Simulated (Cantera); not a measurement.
Input: 1 mol PbS, 76 mol H₂, held at 300000 Pa.

Equilibrium computed with Cantera from the NASA thermochemical tables; the gas is ideal and each condensed phase is pure. Candidate condensed phases: Pb, PbS, S; 10 gas species. Kinetics and transport are ignored.

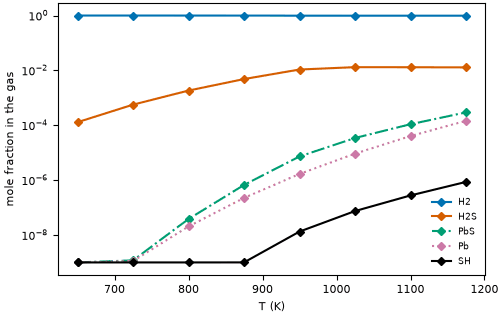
Figure. Equilibrium gas composition (values under 1e-9 drawn at 1e-9)

From 650 K to 950 K the condensed part is Pb(l) + PbS(s). From 1025 K to 1175 K the condensed part is Pb(l).
